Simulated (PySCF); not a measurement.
# PH2 (SMILES [PH2]): UPBE/cc-pVTZ

Aim: the vertical doublet–quartet gap of PH2 at UPBE/cc-pVTZ, from 2 runs. 

The results are computed with PySCF 2.14.0.

3 further runs of the same task are left out: 3 set aside as unsound or not needed.

## (1) The molecule

The species is PH2 (3 atoms), meant as a doublet with charge 0. SMILES: `[PH2]`. Geometry: relaxed at PBE0-D4/def2-TZVP.

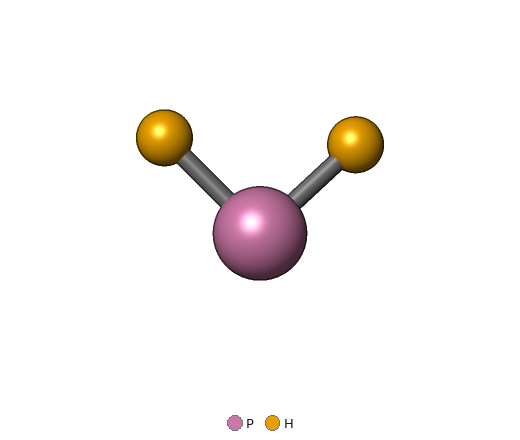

Viewed from a chosen angle; phosphorus pink, hydrogen amber.

## (2) The energy at UPBE/cc-pVTZ

The input, run.py:

```python
from pyscf import gto, dft

mol = gto.M(
    atom=[
    ('P', (0.525730, -0.309370, 0.258210)),
    ('H', (0.114640, 1.051490, 0.176750)),
    ('H', (-0.640370, -0.742120, -0.434970)),
],
    spin=1,
    verbose=3,
    basis='cc-pvtz',
    max_memory=1860,
)

myscf = dft.UKS(mol, xc='pbe')
myscf.conv_tol = 1e-10
myscf.grids.level = 5
myscf.kernel()
if not myscf.converged:
    myscf = myscf.newton().run(myscf.mo_coeff, myscf.mo_occ)

etot = myscf.e_tot
print('Final energy', etot)
```

Command:

```sh
$ OMP_NUM_THREADS=1 python run.py
```

What it wrote:

```text
WARN: HOMO -0.211298926645275 >= LUMO -0.211298926645274

converged SCF energy = -342.351738373382  <S^2> = 0.75511785  2S+1 = 2.0051113
Final energy -342.3517383733821
```

It took 4.8 s on 1 thread of Arm Neoverse V2, shared host; peak memory 0.3 GiB.

## (3) The quartet, same level

The input, job.py:

```python
from pyscf import gto, dft

molecule = gto.M(
    atom=[
    ('P', (0.525730, -0.309370, 0.258210)),
    ('H', (0.114640, 1.051490, 0.176750)),
    ('H', (-0.640370, -0.742120, -0.434970)),
],
    verbose=3,
    max_memory=1860,
    basis='cc-pvtz',
    spin=3,
)

mf = dft.UKS(molecule, xc='pbe')
mf.conv_tol = 1e-10
mf.grids.level = 5
mf.kernel()
if not mf.converged:
    mf = mf.newton().run(mf.mo_coeff, mf.mo_occ)

e_final = mf.e_tot
print(f'total energy: {e_final:.8f} hartree')
```

Command:

```sh
$ OMP_NUM_THREADS=1 python job.py
```

What it wrote:

```text
WARN: HOMO -0.0252614418630746 >= LUMO -0.301220873479584

WARN: HOMO -0.061860600473155 >= LUMO -0.258331342268035

WARN: HOMO -0.0525653253947089 >= LUMO -0.236781391535485

WARN: HOMO -0.0556853173372902 >= LUMO -0.239367279793565

WARN: HOMO -0.0554068575441713 >= LUMO -0.238108315828979

WARN: HOMO -0.0552860660727319 >= LUMO -0.237898691246107

WARN: HOMO -0.0553377503229688 >= LUMO -0.237965332924878

WARN: HOMO -0.0553338931860754 >= LUMO -0.237956708145974

WARN: HOMO -0.0553339327201599 >= LUMO -0.237956918983699

WARN: HOMO -0.0553340493951833 >= LUMO -0.237957074740889

converged SCF energy = -342.129266992009  <S^2> = 3.7529806  2S+1 = 4.00149
total energy: -342.12926699 hartree
```

Run time: 4.8 s. Hardware: 1 thread of Arm Neoverse V2, shared host; peak memory 0.3 GiB.

## (4) Summary of results

At UPBE/cc-pVTZ:

```
                                        quantity          value
                           doublet: total energy  -342.35174 Eh
                          doublet: dipole moment         0.62 D
     doublet: HOMO energy (highest over α and β)       -6.00 eV
      doublet: LUMO energy (lowest over α and β)       -4.13 eV
                                   doublet: ⟨S²⟩          0.755
                           quartet: total energy  -342.12927 Eh
                          quartet: dipole moment         0.03 D
     quartet: HOMO energy (highest over α and β)       -1.51 eV
                                   quartet: ⟨S²⟩          3.753
vertical energy of the quartet above the doublet       6.054 eV
```

**Reading.** At this shape the quartet lies 6.05 eV (140 kcal/mol) above the doublet. Mulliken charges (doublet) run from -0.07 on P1 to +0.04 on H2; they depend strongly on the basis.
